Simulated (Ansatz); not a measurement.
## Geometry relaxation of BP2H3

The run: geometry relaxation of BP2H3. Method and program: RKS PBE-D4/def2-SVP (Ansatz 0.2.0).

It belongs to a series of runs on one base structure; here: end point B relaxed. Figures and captions count atoms from 1; the log counts them from 0 in places.

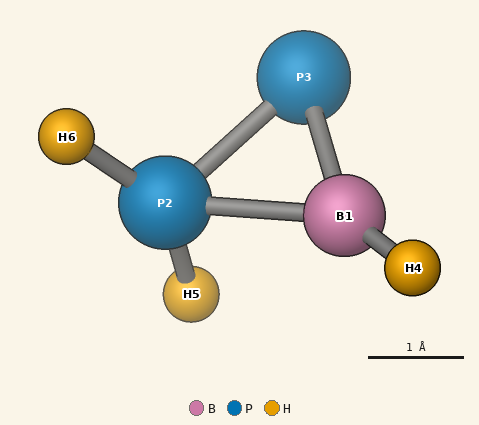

Figure 1. The input geometry (ball-and-stick view, seen at a tilt; atoms are numbered from 1 in the order of the input). Bond lengths as drawn: B–H 1.15 Å, B–P 1.94 to 2.00 Å, H–P 1.40 to 1.47 Å and P–P 2.04 Å.

Input file:
```yaml
crystal:
  periodic: [false, false, false]
  atoms:
    - { symbol: B, position_ang: [-0.7351, -0.4455, -0.3967] }
    - { symbol: P, position_ang: [0.7093, 0.9395, -0.4816] }
    - { symbol: P, position_ang: [0.4847, -0.3199, 1.1104] }
    - { symbol: H, position_ang: [-1.6639, -0.8751, -0.9105] }
    - { symbol: H, position_ang: [1.5749, 0.0357, -1.248] }
    - { symbol: H, position_ang: [0.59872, 2.26523, -0.04547] }
basis:
  gaussian: { orbitals: def2-SVP }
hamiltonian:
  xc: pbe
  dispersion: d4
relax:
  f_tol: 0.02
  max_steps: 50
output:
  orbitals: {}
```

Machine: 1 thread of Arm Neoverse V2, 128 GiB of memory available, shared host.

Run as:
```bash
ansatz run input.yaml --threads 1 --pin off --max-ram 2048MiB --backend cpu --events-out ev --progress --plain --runs-dir out
```

The program's output:
```
The last accepted step is kept in [file] (removed where the run ends without a failure and the disk answers)
Engine: ansatz 0.2.0, aarch64-unknown-linux-gnu
Functional definition: PBE
  parameter kappa = 0.804
  parameter beta = 0.06672455060314922
  exchange = pbe_x(kappa = kappa, mu = beta*pi^2/3)
  correlation = pbe_c(beta = beta)
742 factors; their error is unknown
mean field evaluation 1: about -19279.1405 eV, gradient 3.6e1 eV
mean field evaluation 2: about -19262.5999 eV, gradient 6.7e1 eV
mean field evaluation 4: about -19283.5652 eV, gradient 7.2e0 eV
mean field evaluation 8: about -19283.7625 eV, gradient 1.5e-1 eV
mean field evaluation 16: about -19283.7469 eV, gradient 3.4e-5 eV
mean field -19283.74692384 eV, -708.6646284579 hartree, gradient 3.4e-5 eV, S^2 0.000000; 0 other end points of the search recorded, 0 dependent functions left out
the calculation of the forces begins
reference -19283.74695219 eV, -708.6646294998 hartree; 19, 19 occupied and 46, 46 virtual orbitals, 742 factors
relax step   1: F+E_penalty+E_count = -19283.89346637 eV  Δ(F+E_penalty+E_count) = +0.000e0 eV  max|allowed force component| = 3.520e0 eV/Å  Δτ_max = 0.0000 Å  (26 SCF iters, accepted)
these checks for a lower state are left out or cut short: starts, cluster_reference, orbital_swaps, neighbouring_geometries, increment
742 factors; their error is unknown
mean field -19285.01191840 eV, -708.7111161505 hartree, gradient 2.3e-5 eV, S^2 0.000000; 0 other end points of the search recorded, 0 dependent functions left out
the calculation of the forces begins
reference -19285.01194619 eV, -708.7111171718 hartree; 19, 19 occupied and 46, 46 virtual orbitals, 742 factors
relax step   2: F+E_penalty+E_count = -19285.15744937 eV  Δ(F+E_penalty+E_count) = -1.264e0 eV  max|allowed force component| = 1.839e0 eV/Å  Δτ_max = 0.1976 Å  (28 SCF iters, accepted)
these checks for a lower state are left out or cut short: starts, cluster_reference, orbital_swaps, neighbouring_geometries, increment
742 factors; their error is unknown
mean field -19285.48062541 eV, -708.7283408157 hartree, gradient 2.0e-5 eV, S^2 0.000000; 0 other end points of the search recorded, 0 dependent functions left out
the calculation of the forces begins
reference -19285.48065298 eV, -708.7283418289 hartree; 19, 19 occupied and 46, 46 virtual orbitals, 742 factors
relax step   3: F+E_penalty+E_count = -19285.62573111 eV  Δ(F+E_penalty+E_count) = -4.683e-1 eV  max|allowed force component| = 7.190e-1 eV/Å  Δτ_max = 0.1950 Å  (27 SCF iters, accepted)
these checks for a lower state are left out or cut short: starts, cluster_reference, orbital_swaps, neighbouring_geometries, increment
742 factors; their error is unknown
mean field evaluation 32: about -19285.3827 eV, gradient 7.0e0 eV
mean field -19285.54684350 eV, -708.7307742856 hartree, gradient 6.2e-6 eV, S^2 0.000000; 0 other end points of the search recorded, 0 dependent functions left out
the calculation of the forces begins
reference -19285.54687127 eV, -708.7307753062 hartree; 19, 19 occupied and 46, 46 virtual orbitals, 742 factors
relax step   4: F+E_penalty+E_count = -19285.69153687 eV  Δ(F+E_penalty+E_count) = -6.581e-2 eV  max|allowed force component| = 4.495e-1 eV/Å  Δτ_max = 0.1504 Å  (27 SCF iters, accepted)
these checks for a lower state are left out or cut short: starts, cluster_reference, orbital_swaps, neighbouring_geometries, increment
742 factors; their error is unknown
mean field -19285.57866210 eV, -708.7319435976 hartree, gradient 7.1e-5 eV, S^2 0.000000; 0 other end points of the search recorded, 0 dependent functions left out
the calculation of the forces begins
reference -19285.57868990 eV, -708.7319446190 hartree; 19, 19 occupied and 46, 46 virtual orbitals, 742 factors
relax step   5: F+E_penalty+E_count = -19285.72341164 eV  Δ(F+E_penalty+E_count) = -3.187e-2 eV  max|allowed force component| = 1.182e-1 eV/Å  Δτ_max = 0.0739 Å  (24 SCF iters, accepted)
these checks for a lower state are left out or cut short: starts, cluster_reference, orbital_swaps, neighbouring_geometries, increment
742 factors; their error is unknown
mean field -19285.58083242 eV, -708.7320233552 hartree, gradient 4.5e-5 eV, S^2 0.000000; 0 other end points of the search recorded, 0 dependent functions left out
the calculation of the forces begins
reference -19285.58086023 eV, -708.7320243773 hartree; 19, 19 occupied and 46, 46 virtual orbitals, 742 factors
relax step   6: F+E_penalty+E_count = -19285.72560061 eV  Δ(F+E_penalty+E_count) = -2.189e-3 eV  max|allowed force component| = 4.568e-2 eV/Å  Δτ_max = 0.0239 Å  (24 SCF iters, accepted)
these checks for a lower state are left out or cut short: starts, cluster_reference, orbital_swaps, neighbouring_geometries, increment
742 factors; their error is unknown
mean field -19285.58090279 eV, -708.7320259413 hartree, gradient 1.4e-5 eV, S^2 0.000000; 0 other end points of the search recorded, 0 dependent functions left out
the calculation of the forces begins
reference -19285.58093061 eV, -708.7320269635 hartree; 19, 19 occupied and 46, 46 virtual orbitals, 742 factors
relax step   7: F+E_penalty+E_count = -19285.72568105 eV  Δ(F+E_penalty+E_count) = -8.044e-5 eV  max|allowed force component| = 6.750e-3 eV/Å  Δτ_max = 0.0025 Å  (22 SCF iters, accepted)
742 factors; their error is unknown
mean field evaluation 64: about -19285.5809 eV, gradient 8.3e-2 eV
```

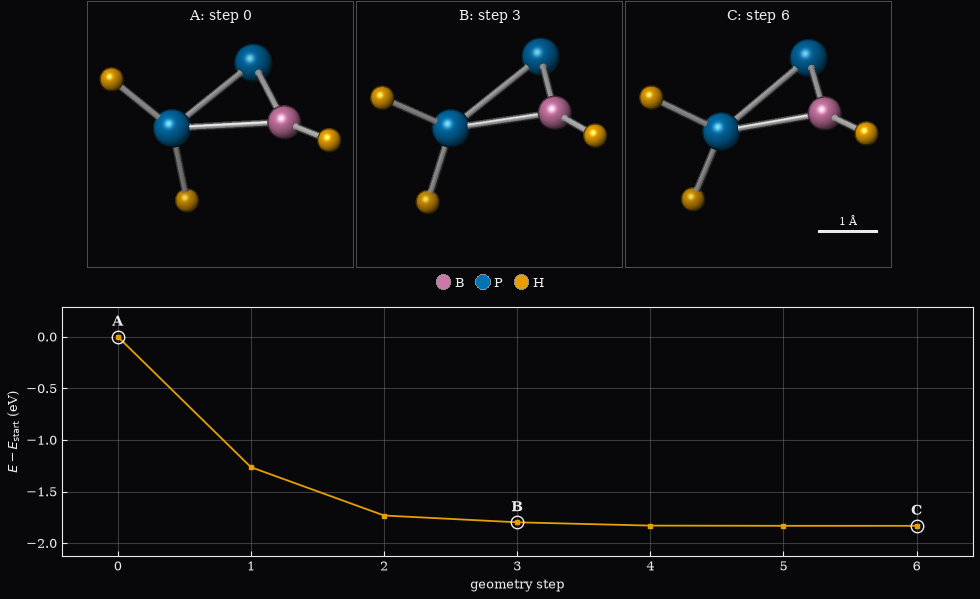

Figure 2. Frames of the relaxation (ball-and-stick view, seen at a tilt) above the curves, on which the letters mark them (the first geometry is step 0 here and step 1 in the log).

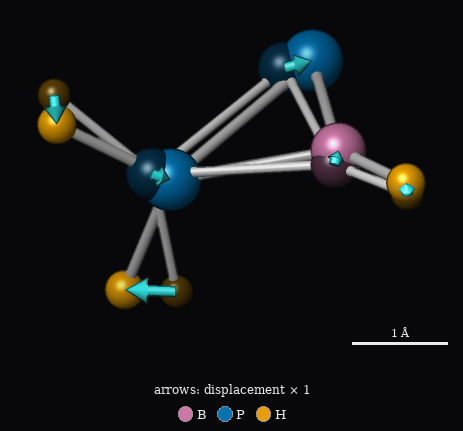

Figure 3. Start (faint) and end (solid) with the displacements as teal arrows, at true length (ball-and-stick view, seen at a tilt). The two geometries are laid on each other by the best rigid fit. H5 moves most after the best rigid fit: 0.55 Å. By element the largest moves are H 0.55 Å, P 0.31 Å, B 0.16 Å. Among the contacts that change: B1–P3 1.943 → 1.807 Å, P2–P3 2.042 → 2.155 Å, B1–P2 2.003 → 1.890 Å, B1–H4 1.145 → 1.205 Å. Among the angles that change: H5–P2–H6 142.4° → 102.8°, B1–P2–H5 91.2° → 126.8°, P3–P2–H5 95.3° → 120.1°. Over 6 geometry steps the energy falls by 1.832 eV. The largest force component goes from 3.5 to 0.0067 eV/Å. (Atoms are counted from 1 in the order of the input.)

```
mean field -19285.58090279 eV, -708.7320259413 hartree, gradient 1.4e-5 eV, S^2 0.000000; 1 other end points of the search recorded, 0 dependent functions left out
the calculation of the forces begins
reference -19285.58093061 eV, -708.7320269635 hartree; 19, 19 occupied and 46, 46 virtual orbitals, 742 factors
Total energy: -19285.72570887 eV, -708.7373474666 hartree
Atom 0 at    -0.770760    -0.451059    -0.237452 Å, force    -0.006750    -0.004462     0.000154 eV/Å
Atom 1 at     0.684820     0.729831    -0.482600 Å, force     0.001076     0.000104    -0.000617 eV/Å
Atom 2 at     0.298649    -0.539653     1.215974 Å, force    -0.000368    -0.001682     0.002187 eV/Å
Atom 3 at    -1.754157    -0.799572    -0.839374 Å, force     0.001004     0.000242     0.000817 eV/Å
Atom 4 at     1.840551     0.508377    -1.295290 Å, force     0.003962     0.000931    -0.002284 eV/Å
Atom 5 at     0.669517     2.152006    -0.333128 Å, force     0.001076     0.004868    -0.000257 eV/Å
Dipole moment:     0.217659     0.300971    -0.249133 e Å
```

Trajectory as extended XYZ (Å, eV, eV/Å), 7 frames, from step=1 to step=7:
```
6
Properties=species:S:1:pos:R:3:forces:R:3 step=1 energy=-19283.89347
B    -0.7351   -0.4455   -0.3967    3.3970   1.7024   3.5202
P     0.7093    0.9395   -0.4816   -1.4742  -2.3346  -2.0936
P     0.4847   -0.3199    1.1104   -2.3763  -2.4090   0.5489
H    -1.6639   -0.8751   -0.9105   -1.2835  -0.4377  -0.8965
H     1.5749    0.0357   -1.2480    0.8680   2.3034  -0.2759
H     0.5987    2.2652   -0.0455    0.8691   1.1754  -0.8032
6
Properties=species:S:1:pos:R:3:forces:R:3 step=2 energy=-19285.15745
B    -0.7485   -0.4416   -0.2945    1.2750   0.5986   1.6826
P     0.6643    0.8800   -0.4957   -0.5704  -1.8388  -0.2168
P     0.3892   -0.4404    1.1838   -1.1453  -0.3878  -0.7231
H    -1.6712   -0.8684   -0.9116   -0.3094  -0.0266  -0.2278
H     1.6748    0.1959   -1.3063    0.1955   1.6671   0.1380
H     0.6599    2.2744   -0.1477    0.5545  -0.0125  -0.6530
6
Properties=species:S:1:pos:R:3:forces:R:3 step=3 energy=-19285.62573
B    -0.7711   -0.4475   -0.2222   -0.1953   0.0308  -0.0725
P     0.6329    0.8031   -0.4945    0.4389  -0.4285  -0.1493
P     0.3177   -0.4968    1.2072   -0.0510  -0.0394   0.0687
H    -1.6841   -0.8582   -0.8979   -0.0327   0.0702   0.1347
H     1.7517    0.3739   -1.3265   -0.2388   0.7190   0.3129
H     0.7216    2.2256   -0.2380    0.0789  -0.3521  -0.2945
6
Properties=species:S:1:pos:R:3:forces:R:3 step=4 energy=-19285.69154
B    -0.7544   -0.4401   -0.2275    0.1835   0.2379  -0.1239
P     0.7278    0.7423   -0.4093   -0.3285  -0.2336  -0.4495
P     0.2865   -0.5554    1.2385    0.0723  -0.1209   0.3094
H    -1.7081   -0.7812   -0.8767   -0.0550  -0.0159   0.0339
H     1.7801    0.4642   -1.3477    0.0046   0.1924   0.2079
H     0.6367    2.1700   -0.3492    0.1231  -0.0599   0.0222
6
Properties=species:S:1:pos:R:3:forces:R:3 step=5 energy=-19285.72341
B    -0.7669   -0.4526   -0.2318   -0.0461   0.0447  -0.0670
P     0.6841    0.7366   -0.4686    0.0806  -0.0683  -0.1182
P     0.2992   -0.5431    1.2220    0.0178  -0.0017   0.0464
H    -1.7413   -0.7962   -0.8528    0.0052  -0.0123   0.0434
H     1.8248    0.4931   -1.3061   -0.0676   0.0776   0.0886
H     0.6687    2.1622   -0.3346    0.0100  -0.0399   0.0069
6
Properties=species:S:1:pos:R:3:forces:R:3 step=6 energy=-19285.72560
B    -0.7716   -0.4524   -0.2358   -0.0065  -0.0022   0.0006
P     0.6823    0.7300   -0.4828    0.0457   0.0107  -0.0152
P     0.3001   -0.5394    1.2170   -0.0148  -0.0001  -0.0142
H    -1.7535   -0.7993   -0.8417    0.0037  -0.0034   0.0133
H     1.8399    0.5081   -1.2954   -0.0206   0.0028   0.0132
H     0.6713    2.1529   -0.3331   -0.0075  -0.0079   0.0022
6
Properties=species:S:1:pos:R:3:forces:R:3 step=7 energy=-19285.72568
B    -0.7708   -0.4511   -0.2375   -0.0067  -0.0045   0.0002
P     0.6848    0.7298   -0.4826    0.0011   0.0001  -0.0006
P     0.2986   -0.5397    1.2160   -0.0004  -0.0017   0.0022
H    -1.7542   -0.7996   -0.8394    0.0010   0.0002   0.0008
H     1.8406    0.5084   -1.2953    0.0040   0.0009  -0.0023
H     0.6695    2.1520   -0.3331    0.0011   0.0049  -0.0003
```

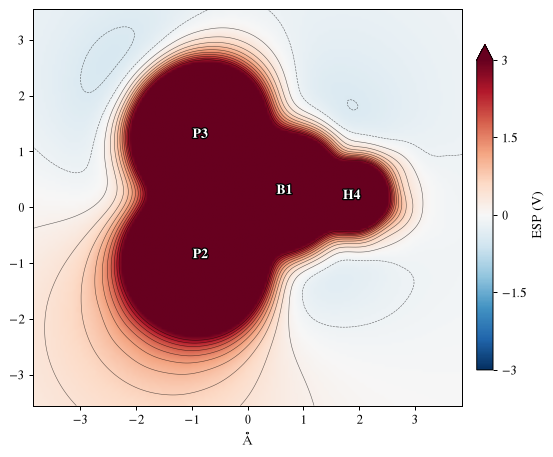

Figure 4. Molecular electrostatic potential on the plane of atoms B1, P2 and P3. The section cuts through B, P and H sites.

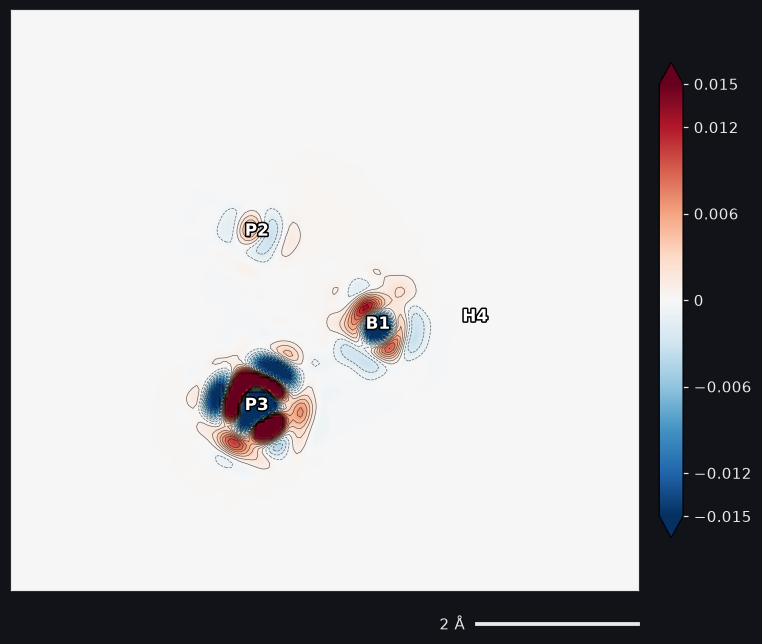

Figure 5. One frontier orbital on the plane of atoms P2, B1 and P3 (values in Å⁻³ᐟ²; the overall sign is arbitrary). The HOMO, at −6.02 eV.

Results in brief:

```json
{"quantity": "outcome", "value": "converged"}
{"quantity": "total energy", "value": "−19285.7257 eV"}
{"quantity": "mean-field energy", "value": "−19285.5809 eV"}
{"quantity": "largest force (length of the vector) at the end", "value": "0.008 eV/Å"}
{"quantity": "wall time", "value": "11 s"}
{"quantity": "peak memory", "value": "0.11 GiB"}
```
